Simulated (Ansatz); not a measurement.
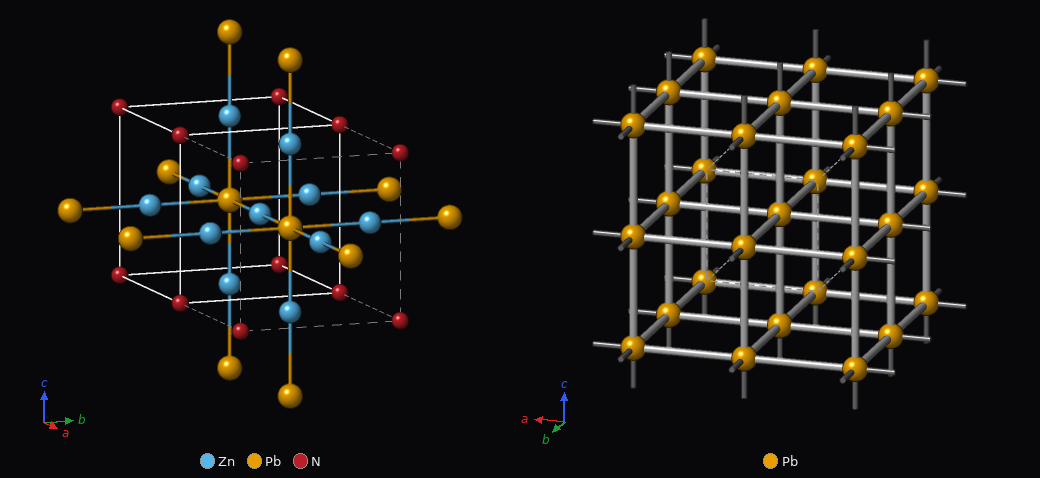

Left: the structure. Right: its underlying net. Nodes are coloured by element. Edges to nodes outside the piece are drawn as stubs.

The compound is Zn₃PbN (space group Pm-3m, No. 221), taken as the end point of a relaxation with Ansatz, DFT PBE, scalar-relativistic, plane waves, PAW; the starting structure was generated, so it need not be a known form of this composition.

Bonds are taken as Pb–Zn below 2.9 Å. Simplification: prune 0- and 1-connected atoms, fold 2-connected ones into links.

The result is a uninodal 6-connected, three-periodic net: Pb is a 6-connected node. Zn becomes part of the edges. N drops out. It is the pcu net, known from NaCl, ReO3 and the B-X framework of perovskite. It is a single net, without interpenetration.

```tsv
node	links	point symbol	coordination sequence
Pb	6	4^12.6^3	6 18 38 66 102 146 198 258
```
